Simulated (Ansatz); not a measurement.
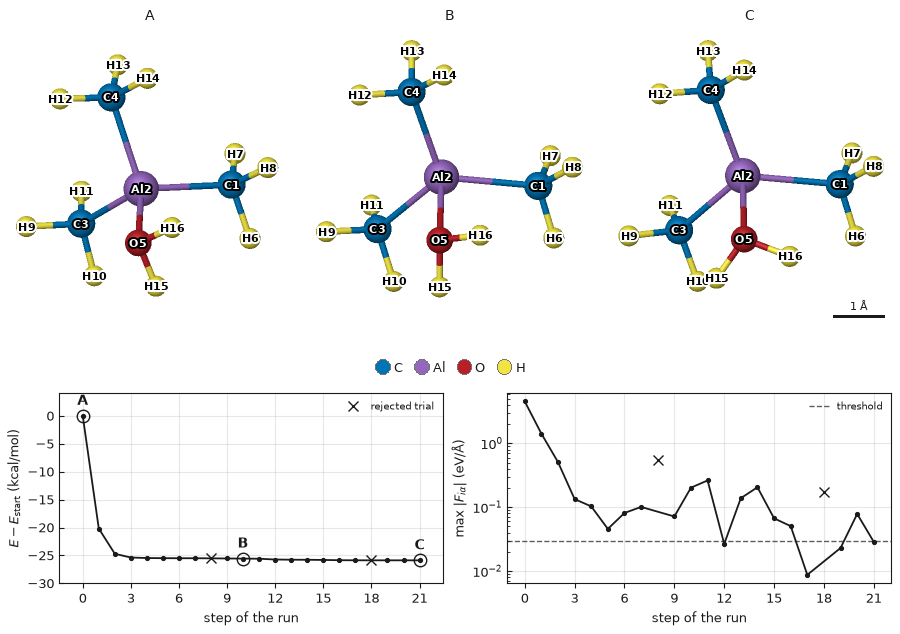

Frames of a relaxation of C$_{3}$H$_{11}$AlO (coarse preliminary run), marked on the history of the run. A ball-and-stick model, seen at a tilt.

The start comes from a force field.

Theory: Ansatz, RKS PBE-D4/def2-SVP.

The input:
```yaml
crystal:
  periodic: [false, false, false]
  atoms:
    - {symbol: C, position_ang: [-0.486900, 0.700700, -1.616900]}
    - {symbol: Al, position_ang: [-0.104400, 0.027400, 0.175700]}
    - {symbol: C, position_ang: [1.719800, 0.562300, 0.654000]}
    - {symbol: C, position_ang: [-0.160200, -1.943700, 0.146000]}
    - {symbol: O, position_ang: [-1.277300, 0.700300, 1.390700]}
    - {symbol: H, position_ang: [-0.459100, 1.867900, -1.615900]}
    - {symbol: H, position_ang: [0.206400, 0.335700, -2.366000]}
    - {symbol: H, position_ang: [-1.529500, 0.465300, -1.910500]}
    - {symbol: H, position_ang: [2.002100, 0.172900, 1.713100]}
    - {symbol: H, position_ang: [1.828600, 1.668700, 0.709100]}
    - {symbol: H, position_ang: [2.452400, 0.153800, -0.059700]}
    - {symbol: H, position_ang: [0.034400, -2.346200, 1.170600]}
    - {symbol: H, position_ang: [0.427400, -2.334300, -0.614600]}
    - {symbol: H, position_ang: [-1.294200, -2.238500, -0.104100]}
    - {symbol: H, position_ang: [-1.215900, 1.674300, 1.304100]}
    - {symbol: H, position_ang: [-2.166500, 0.510700, 1.068600]}
basis:
  gaussian: {orbitals: def2-SVP}
hamiltonian: {xc: pbe, dispersion: d4}
relax: {f_tol: 0.03, max_steps: 200}
```

Run as
```bash
ansatz run in.yaml --threads 4 --pin off --events-out ev --progress --plain --max-ram 11315MiB
```

Describe the path.

Answer. The atom that moves furthest after the best rigid fit is H16 (0.87 Å). Largest moves by element: H 0.87 Å, Al 0.36 Å, C 0.17 Å, O 0.15 Å. Among the contacts that change: Al2–O5 1.818 → 2.087 Å, C4–H14 1.198 → 1.111 Å, C4–H13 1.037 → 1.113 Å, C1–H6 1.168 → 1.113 Å. Bond angles that change, for instance: C1–Al2–O5 111.1° → 96.4°, C3–Al2–O5 109.7° → 96.2°, C3–Al2–C4 107.6° → 118.3°. Groups turn about Al2–O5 by about 55°. After 19 accepted moves (21 points after the start) the energy has fallen by 25.9 kcal/mol. The largest force component goes from 4.5 to 0.029 eV/Å. The line search rejected the trial steps at points 8, 18 of the run. The forces were under the threshold at step 12, but the run went on from there. The run took 32 s on 4 threads of Arm Neoverse V2 (shared host). From step 0 to 10: Al and H atoms move most (0.36 Å), energy −25.6 kcal/mol. From step 10 to 21: H16 moves most (0.62 Å), energy −0.31 kcal/mol.

```tsv
step	E − E(0), kcal/mol	largest force component, eV/Å	note
0	0.00	4.5367	
1	-20.18	1.4205	
2	-24.70	0.5093	
3	-25.37	0.1341	
4	-25.46	0.1032	
5	-25.49	0.0458	
6	-25.50	0.0814	
7	-25.50	0.1012	
8	-25.43	0.5429	rejected
9	-25.54	0.0717	
10	-25.57	0.2025	
11	-25.59	0.2629	
12	-25.73	0.0266	
13	-25.77	0.1387	
14	-25.78	0.2056	
15	-25.81	0.0671	
16	-25.85	0.0506	
17	-25.87	0.0088	
18	-25.87	0.1718	rejected
19	-25.88	0.0230	
20	-25.88	0.0786	
21	-25.88	0.0287
```
